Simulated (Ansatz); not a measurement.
```sh
ansatz run in.yaml --threads 4 --pin off --events-out ev --progress --plain --max-ram 10444MiB
```

```yaml
crystal:
  periodic: [false, false, false]
  atoms:
    - {symbol: B, position_ang: [-1.023367, 1.654369, 1.345847]}
    - {symbol: P, position_ang: [0.620869, 0.818192, 1.373953]}
    - {symbol: Si, position_ang: [0.889380, 0.032644, -0.693457]}
    - {symbol: C, position_ang: [-0.056977, -1.522962, -1.041549]}
    - {symbol: F, position_ang: [2.445147, -0.286385, -0.921120]}
    - {symbol: H, position_ang: [-1.270080, 2.389981, 0.437961]}
    - {symbol: H, position_ang: [-1.767349, 1.558699, 2.273288]}
    - {symbol: H, position_ang: [0.480821, -0.321756, 2.195966]}
    - {symbol: H, position_ang: [0.521292, 1.150781, -1.595256]}
    - {symbol: H, position_ang: [0.169322, -1.890541, -2.045754]}
    - {symbol: H, position_ang: [-1.130635, -1.332990, -0.972749]}
    - {symbol: H, position_ang: [0.198576, -2.305135, -0.323233]}
basis:
  gaussian: {orbitals: def2-TZVPP}
correlation: {method: ccsd_t}
output: {orbitals: {seedname: orbitals}}
```

Work out the structure from the coordinates.

Formula CH7BFPSi. As SMILES it reads `BP[Si@H](C)F`. It has no ring. Among its groups: Si–H bond, B–H bond. The point group is C1. Coordination: 1 B trigonal planar; 1 P trigonal pyramidal; 1 Si tetrahedral; 1 C tetrahedral.

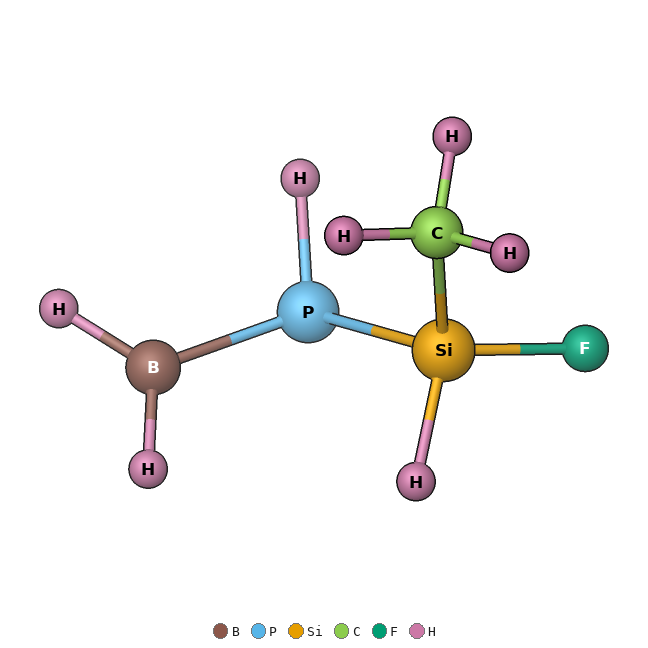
